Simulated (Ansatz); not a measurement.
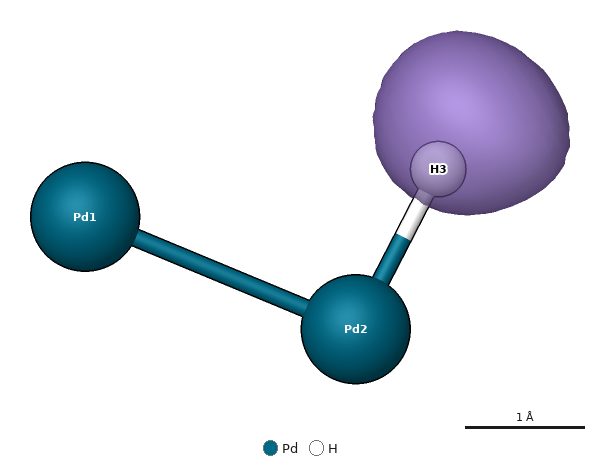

The picture shows: HPd2 (charge −1). Isosurface of the electron localisation function at 0.9 (purple), seen across its widest extent. Core shells and regions of very low density are left out.

Geometry: r2SCAN-D4/def2-TZVPD; core potentials replace the inner electrons of Pd; the highest occupied orbital lies above zero, a sign that basis and functional describe the outermost electron poorly.

Level of theory: RKS PBE0-D4/def2-TZVPD in Ansatz 0.2.0.

Identify the bonds, lone pairs and shells in this picture.

Answer. At this value the surface marks out one region around a hydrogen nucleus. Along the contacts the grid gives the following. Pd–Pd (2.47 Å): the ELF is about 0.20 at the midpoint. Pd–H (1.52 Å): the ELF climbs to about 1 towards the hydrogen.
